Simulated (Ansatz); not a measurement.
# Work function of Ca(110): what the settings cost and change, part 2 of 2

How thick a slab and how much vacuum does the work function of Ca(110) need?

Ansatz 0.2.0; plane-wave DFT, PBE, Ansatz PAW.

So far, work function, upper face (eV): step 2 (slab, setting 1 layer) 2.63; step 4 (slab, 3 atoms) 2.80; step 5 (slab, 4 atoms) 2.77; step 6 (slab, 5 atoms) 2.82; step 7 (run, 6 atoms) 2.81.

## (8) Run, 8 atoms

System of this step: Ca(110). The cell holds 8 atoms: 8 Ca. Cell: a = 5.580 Å, b = 3.946 Å, c = 31.810 Å, α = 90.0°, β = 90.0°, γ = 90.0°. Vacuum lies along c.

input.yaml

```yaml
crystal:
  lattice:
    - [5.58, 0.0, 0.0]
    - [0.0, 3.945655839, 0.0]
    - [0.0, 0.0, 31.8097954366]
  atoms:
    - { symbol: Ca, position: [0.5, 0.5, 0.2829317157] }
    - { symbol: Ca, position: [0.0, 0.0, 0.3449512255] }
    - { symbol: Ca, position: [0.5, 0.5, 0.4069707353] }
    - { symbol: Ca, position: [0.0, 0.0, 0.4689902451] }
    - { symbol: Ca, position: [0.5, 0.5, 0.5310097549] }
    - { symbol: Ca, position: [0.0, 0.0, 0.5930292647] }
    - { symbol: Ca, position: [0.5, 0.5, 0.6550487745] }
    - { symbol: Ca, position: [0.0, 0.0, 0.7170682843] }
kpoints:
  mp_grid: { grid: [8, 10, 1] }
hamiltonian:
  xc: pbe
scf:
  occupations: { method: fermi_dirac, width: 0.1 }
  convergence: { dr2_threshold: 1.0e-09 }
efield:
  axis: 3
  dipole_correction: true
  ramp_position: 0.97
  ramp_width: 0.06
output:
  write_potential: true
  write_density: true
  volumetric_format: npy
```

Command:

```bash
$ ansatz run input.yaml --threads 2 --pin off --max-ram 3072MiB --backend cpu --events-out ev --progress --plain --runs-dir out
```

Numbers of over 12 decimals in the logs are rounded to 6 here.

Log:

```text
[...]
Crystal: 8 atoms, lattice volume = 700.349 Å³
Basis set: ecut = 420 eV, 13745 PW (Γ)
Bands: 48, of which v1, the nominal top of the filled ones, is band 40 counted from 1 (39 counted from 0)
Symmetry: 4 space group operations
k-points: 30 of 80
[...]
k-point 0: bands = [... 36 lower, -0.2372, 0.5547, 0.7029, 0.9752, 1.2081, 1.3822, 1.5865, 1.7926, ... 12 higher]
  k-point 1: bands = [... 36 lower, -0.1470, 0.6317, 0.7849, 1.0319, 1.2783, 1.4242, 1.6128, 1.7661, ... 12 higher]
  k-point 2: bands = [... 36 lower, 0.1037, 0.8262, 1.0021, 1.1606, 1.4412, 1.4965, 1.6212, 1.7072, ... 12 higher]
  k-point 29: bands = [... 36 lower, 0.8405, 0.8405, 0.9081, 0.9082, 1.0601, 1.0601, 1.0668, 1.0668, ... 12 higher]
[key lines of the parts left out:]
SCF converged after 10 iterations
Free energy (F): -14533.564779 eV
Fermi energy:    1.023554 eV
Dipole field:    D = 0.000000 V/Å  (p = 0.000001 e·Å, saw-weighted, corrected)
Work function:   Φ+ = 2.8140 eV   Φ− = 2.8140 eV
```

Run time: 3.4 min. Hardware: 2 threads of Arm Neoverse N1, shared host; peak memory 1.5 GiB.

The work function is 2.814 eV, -0.001 eV from the run “6 layers”, at 1.7 times its CPU time.

## (9) Run, 10 atoms

System of this step: Ca(110). The cell holds 10 atoms: 10 Ca. Its edges and angles: a = 5.580 Å, b = 3.946 Å, c = 35.755 Å, α = 90.0°, β = 90.0°, γ = 90.0°. Vacuum lies along c.

input.yaml, the sections that differ from step 8:

```yaml
crystal:
  lattice:
    - [5.58, 0.0, 0.0]
    - [0.0, 3.945655839, 0.0]
    - [0.0, 0.0, 35.7554512756]
  atoms:
    - { symbol: Ca, position: [0.5, 0.5, 0.2517098702] }
    - { symbol: Ca, position: [0.0, 0.0, 0.3068854546] }
    - { symbol: Ca, position: [0.5, 0.5, 0.362061039] }
    - { symbol: Ca, position: [0.0, 0.0, 0.4172366234] }
    - { symbol: Ca, position: [0.5, 0.5, 0.4724122078] }
    - { symbol: Ca, position: [0.0, 0.0, 0.5275877922] }
    - { symbol: Ca, position: [0.5, 0.5, 0.5827633766] }
    - { symbol: Ca, position: [0.0, 0.0, 0.637938961] }
    - { symbol: Ca, position: [0.5, 0.5, 0.6931145454] }
    - { symbol: Ca, position: [0.0, 0.0, 0.7482901298] }
# kpoints, hamiltonian, scf, efield, output: as in step 8
```

Log:

```text
[...]
Crystal: 10 atoms, lattice volume = 787.219 Å³
Basis set: ecut = 420 eV, 15425 PW (Γ)
Bands: 60, of which v1, the nominal top of the filled ones, is band 50 counted from 1 (49 counted from 0)
Symmetry: 4 space group operations
k-points: 30 of 80
[...]
k-point 0: bands = [... 46 lower, 0.8123, 1.0763, 1.2795, 1.3768, 1.6134, 1.7812, 2.0045, 2.0511, ... 16 higher]
  k-point 1: bands = [... 46 lower, 0.8902, 1.1631, 1.3500, 1.4277, 1.6850, 1.8275, 2.0186, 2.0947, ... 16 higher]
  k-point 2: bands = [... 46 lower, 1.0931, 1.3937, 1.5220, 1.5445, 1.8448, 1.9205, 1.9867, 2.1120, ... 16 higher]
  k-point 29: bands = [... 46 lower, 1.2525, 1.2525, 1.2906, 1.2906, 1.3774, 1.3774, 1.5212, 1.5212, ... 16 higher]
[key lines of the parts left out:]
SCF converged after 10 iterations
Free energy (F): -18167.323347 eV
Fermi energy:    1.436670 eV
Dipole field:    D = 0.000000 V/Å  (p = 0.000002 e·Å, saw-weighted, corrected)
Work function:   Φ+ = 2.8085 eV   Φ− = 2.8085 eV
```

It took 5.1 min on 2 threads; peak memory 2 GiB.

The work function is 2.808 eV, -0.005 eV from the run “8 layers”, at 1.5 times its CPU time.

## (10) Run, 13 atoms

System of this step: Ca(110). The cell holds 13 atoms: 13 Ca. Cell: a = 5.580 Å, b = 3.946 Å, c = 41.674 Å, α = 90.0°, β = 90.0°, γ = 90.0°. Vacuum lies along c.

input.yaml, the sections that differ from step 9:

```yaml
crystal:
  lattice:
    - [5.58, 0.0, 0.0]
    - [0.0, 3.945655839, 0.0]
    - [0.0, 0.0, 41.6739350341]
  atoms:
    - { symbol: Ca, position: [0.0, 0.0, 0.2159623274] }
    - { symbol: Ca, position: [0.5, 0.5, 0.2633019395] }
    - { symbol: Ca, position: [0.0, 0.0, 0.3106415516] }
    - { symbol: Ca, position: [0.5, 0.5, 0.3579811637] }
    - { symbol: Ca, position: [0.0, 0.0, 0.4053207758] }
    - { symbol: Ca, position: [0.5, 0.5, 0.4526603879] }
    - { symbol: Ca, position: [0.0, 0.0, 0.5] }
    - { symbol: Ca, position: [0.5, 0.5, 0.5473396121] }
    - { symbol: Ca, position: [0.0, 0.0, 0.5946792242] }
    - { symbol: Ca, position: [0.5, 0.5, 0.6420188363] }
    - { symbol: Ca, position: [0.0, 0.0, 0.6893584484] }
    - { symbol: Ca, position: [0.5, 0.5, 0.7366980605] }
    - { symbol: Ca, position: [0.0, 0.0, 0.7840376726] }
# kpoints, hamiltonian, scf, efield, output: as in step 9
```

Log:

```text
[...]
Crystal: 13 atoms, lattice volume = 917.525 Å³
Basis set: ecut = 420 eV, 17989 PW (Γ)
Bands: 78, of which v1, the nominal top of the filled ones, is band 65 counted from 1 (64 counted from 0)
Symmetry: 4 space group operations
k-points: 30 of 80
[...]
k-point 0: bands = [... 61 lower, 1.5243, 1.6493, 1.8216, 1.8452, 2.1398, 2.1912, 2.4405, 2.4821, ... 22 higher]
  k-point 1: bands = [... 61 lower, 1.6121, 1.7291, 1.8745, 1.9048, 2.2034, 2.2482, 2.4769, 2.4950, ... 22 higher]
  k-point 2: bands = [... 61 lower, 1.8481, 1.9328, 1.9958, 2.0440, 2.3419, 2.3628, 2.4485, 2.5101, ... 22 higher]
  k-point 29: bands = [... 61 lower, 1.7316, 1.7523, 1.7708, 1.7712, 1.8049, 1.8385, 1.8885, 1.9381, ... 22 higher]
[key lines of the parts left out:]
SCF converged after 10 iterations
Free energy (F): -23617.961217 eV
Fermi energy:    1.906467 eV
Dipole field:    D = 0.000000 V/Å  (p = 0.000000 e·Å, saw-weighted, corrected)
Work function:   Φ+ = 2.8097 eV   Φ− = 2.8097 eV
```

It took 8.7 min on 2 threads; peak memory 2.8 GiB.

The work function is 2.810 eV, +0.001 eV from the run “10 layers”, at 1.7 times its CPU time.

## (11) Run, 7 atoms

System of this step: Ca(110). The cell holds 7 atoms: 7 Ca. Cell: a = 5.580 Å, b = 3.946 Å, c = 21.837 Å, α = 90.0°, β = 90.0°, γ = 90.0°. Vacuum lies along c.

input.yaml, the sections that differ from step 10:

```yaml
crystal:
  lattice:
    - [5.58, 0.0, 0.0]
    - [0.0, 3.945655839, 0.0]
    - [0.0, 0.0, 21.8369675171]
  atoms:
    - { symbol: Ca, position: [0.0, 0.0, 0.2289695213] }
    - { symbol: Ca, position: [0.5, 0.5, 0.3193130142] }
    - { symbol: Ca, position: [0.0, 0.0, 0.4096565071] }
    - { symbol: Ca, position: [0.5, 0.5, 0.5] }
    - { symbol: Ca, position: [0.0, 0.0, 0.5903434929] }
    - { symbol: Ca, position: [0.5, 0.5, 0.6806869858] }
    - { symbol: Ca, position: [0.0, 0.0, 0.7710304787] }
# kpoints, hamiltonian, scf, efield, output: as in step 10
```

Log:

```text
[...]
Crystal: 7 atoms, lattice volume = 480.779 Å³
Basis set: ecut = 420 eV, 9419 PW (Γ)
Bands: 42, of which v1, the nominal top of the filled ones, is band 35 counted from 1 (34 counted from 0)
Symmetry: 4 space group operations
k-points: 30 of 80
[...]
k-point 0: bands = [... 31 lower, 0.3865, 1.3082, 1.7930, 2.0767, 2.1789, 2.5136, 2.7235, 2.8502, ... 10 higher]
  k-point 1: bands = [... 31 lower, 0.4826, 1.3923, 1.8749, 2.1204, 2.2648, 2.5451, 2.7570, 2.8236, ... 10 higher]
  k-point 2: bands = [... 31 lower, 0.7557, 1.6178, 2.0874, 2.2267, 2.4610, 2.5851, 2.7630, 2.7817, ... 10 higher]
  k-point 29: bands = [... 31 lower, 1.7949, 1.9037, 1.9304, 1.9695, 2.0517, 2.1467, 2.2839, 2.3873, ... 10 higher]
[key lines of the parts left out:]
SCF converged after 10 iterations
Free energy (F): -12716.687095 eV
Fermi energy:    2.094844 eV
Dipole field:    D = 0.000000 V/Å  (p = 0.000001 e·Å, saw-weighted, corrected)
Work function:   Φ+ = 2.7901 eV (in doubt: plateau slope 9.1e-2 eV/Å)   Φ− = 2.7962 eV (in doubt: plateau slope 7.1e-2 eV/Å)
```

Run time: 1.9 min. Hardware: 2 threads; peak memory 1 GiB; 3.4 min of CPU time.

The work function is 2.790 eV. The program marks this work function as in doubt.

## (12) Run, 7 atoms (run 2)

The cell differs from the one that the last finished run ended in (c 21.837 → 25.837 Å).

input.yaml, the sections that differ from step 11:

```yaml
crystal:
  lattice:
    - [5.58, 0.0, 0.0]
    - [0.0, 3.945655839, 0.0]
    - [0.0, 0.0, 25.8369675171]
  atoms:
    - { symbol: Ca, position: [0.0, 0.0, 0.2709296281] }
    - { symbol: Ca, position: [0.5, 0.5, 0.3472864187] }
    - { symbol: Ca, position: [0.0, 0.0, 0.4236432094] }
    - { symbol: Ca, position: [0.5, 0.5, 0.5] }
    - { symbol: Ca, position: [0.0, 0.0, 0.5763567906] }
    - { symbol: Ca, position: [0.5, 0.5, 0.6527135813] }
    - { symbol: Ca, position: [0.0, 0.0, 0.7290703719] }
# kpoints, hamiltonian, scf, efield, output: as in step 11
```

Log:

```text
[...]
Crystal: 7 atoms, lattice volume = 568.846 Å³
Basis set: ecut = 420 eV, 11185 PW (Γ)
Bands: 42, of which v1, the nominal top of the filled ones, is band 35 counted from 1 (34 counted from 0)
Symmetry: 4 space group operations
k-points: 30 of 80
[...]
k-point 0: bands = [... 31 lower, -0.3708, 0.5589, 1.0383, 1.3132, 1.4210, 1.7622, 1.9696, 2.0954, ... 10 higher]
  k-point 1: bands = [... 31 lower, -0.2747, 0.6430, 1.1202, 1.3580, 1.5060, 1.7933, 2.0023, 2.0688, ... 10 higher]
  k-point 2: bands = [... 31 lower, -0.0015, 0.8681, 1.3328, 1.4662, 1.7016, 1.8318, 2.0082, 2.0279, ... 10 higher]
  k-point 29: bands = [... 31 lower, 1.0400, 1.1488, 1.1756, 1.2146, 1.2969, 1.3918, 1.5290, 1.6324, ... 10 higher]
[key lines of the parts left out:]
SCF converged after 10 iterations
Free energy (F): -12716.684880 eV
Fermi energy:    1.339505 eV
Dipole field:    D = -0.000000 V/Å  (p = -0.000000 e·Å, saw-weighted, corrected)
Work function:   Φ+ = 2.7999 eV   Φ− = 2.8001 eV
```

Wall time 2.2 min (2 threads); peak memory 1.2 GiB; 4.1 min of CPU time.

The work function is 2.800 eV, +0.010 eV from the run “7 layers, 10 Å of vacuum”, at 1.2 times its CPU time.

## (13) Slab, 7 atoms

The cell differs from the one that the last finished run ended in (c 25.837 → 37.837 Å).

input.yaml, the sections that differ from step 12:

```yaml
crystal:
  lattice:
    - [5.58, 0.0, 0.0]
    - [0.0, 3.945655839, 0.0]
    - [0.0, 0.0, 37.8369675171]
  atoms:
    - { symbol: Ca, position: [0.0, 0.0, 0.3435793314] }
    - { symbol: Ca, position: [0.5, 0.5, 0.3957195542] }
    - { symbol: Ca, position: [0.0, 0.0, 0.4478597771] }
    - { symbol: Ca, position: [0.5, 0.5, 0.5] }
    - { symbol: Ca, position: [0.0, 0.0, 0.5521402229] }
    - { symbol: Ca, position: [0.5, 0.5, 0.6042804458] }
    - { symbol: Ca, position: [0.0, 0.0, 0.6564206686] }
# kpoints, hamiltonian, scf, efield, output: as in step 12
```

Log:

```text
[...]
Crystal: 7 atoms, lattice volume = 833.047 Å³
Basis set: ecut = 420 eV, 16353 PW (Γ)
Bands: 42, of which v1, the nominal top of the filled ones, is band 35 counted from 1 (34 counted from 0)
Symmetry: 4 space group operations
k-points: 30 of 80
[...]
k-point 1: bands = [... 31 lower, -1.5875, -0.6696, -0.1925, 0.0449, 0.1931, 0.4808, 0.6895, 0.7561, ... 10 higher]
  k-point 2: bands = [... 31 lower, -1.3143, -0.4445, 0.0201, 0.1533, 0.3887, 0.5192, 0.6955, 0.7152, ... 10 higher]
  k-point 29: bands = [... 31 lower, -0.2727, -0.1639, -0.1372, -0.0981, -0.0158, 0.0791, 0.2163, 0.3196, ... 10 higher]
[key lines of the parts left out:]
SCF converged after 10 iterations
Free energy (F): -12716.684823 eV
Fermi energy:    0.026754 eV
Dipole field:    D = 0.000000 V/Å  (p = 0.000000 e·Å, saw-weighted, corrected)
Work function:   Φ+ = 2.8000 eV   Φ− = 2.8000 eV
```

Wall time 3.2 min (2 threads); peak memory 1.6 GiB; 6.1 min of CPU time.

The work function is 2.800 eV, +0.000 eV from the run “7 layers, 14 Å of vacuum”, at 1.5 times its CPU time.

## (14) The series together

Times are for 2 threads of Arm Neoverse N1, shared host. The series side by side:

| no. | setting | work function, upper face (eV) | time | memory (GiB) |
| --- | --- | --- | --- | --- |
| 1 | 1 layer | 2.635 | 18 s | 0.49 |
| 2 | 2 layers | 2.821 | 37 s | 0.62 |
| 3 | 3 layers | 2.804 | 40 s | 0.66 |
| 4 | 4 layers | 2.766 | 65 s | 0.82 |
| 5 | 5 layers | 2.821 | 95 s | 0.98 |
| 6 | 6 layers | 2.815 | 2.1 min | 1.1 |
| 7 | 8 layers | 2.814 | 3.4 min | 1.5 |
| 8 | 10 layers | 2.808 | 5.1 min | 2.0 |
| 9 | 13 layers | 2.810 | 8.7 min | 2.8 |
| 10 | 7 layers, 10 Å of vacuum | 2.790 | 1.9 min | 1.0 |
| 11 | 7 layers, 14 Å of vacuum | 2.800 | 2.2 min | 1.2 |
| 12 | 7 layers, 26 Å of vacuum | 2.800 | 3.2 min | 1.6 |

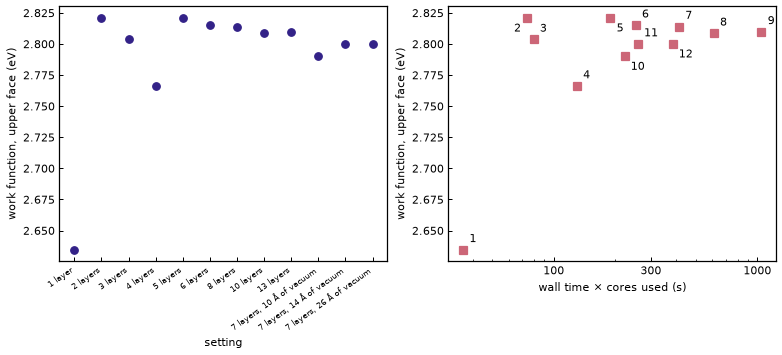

The series as plots; the last panel sets the first result against cost, with the runs numbered as in the table.

## (15) Results

| Item | Value |
| --- | --- |
| work function, 1 layer | 2.635 eV |
| work function, 5 layers | 2.821 eV |
| work function, 6 layers | 2.815 eV |
| work function, 13 layers | 2.810 eV |

The thickest slab gives 2.81 eV, and the settings tried spread the value from 2.63 to 2.82 eV. At 18 Å of vacuum, the slabs from 2 layers on stay within 0.05 eV of the thickest. Going from 10 to 26 Å of vacuum moves it by 0.010 eV. The program marks the value as in doubt in “7 layers, 10 Å of vacuum”. The ladder's slabs use the tabulated experimental lattice constant (two decimals; a low-temperature value for the alkali metals). In 2 runs of the series (7 layers, 10 Å of vacuum and 7 layers, 14 Å of vacuum) the program warns that electrons reach the sawtooth's ramp, which makes dipole and work function less sure.

[Logs are printed without paths, hosts, clocks, repeated set-up lines and the standing remarks that a program may print on its own settings, such as how far it seeks lower states.]

[Hosts, paths, dates, database ids (printed as entryN), source tags and the programs' standing remarks are cut or masked in the printed files.]

[Maps of the electrostatic potential energy from Ansatz leave out the sawtooth potential of an applied field or a dipole correction, so their vacuum need not be flat; planar profiles and work functions include it.]
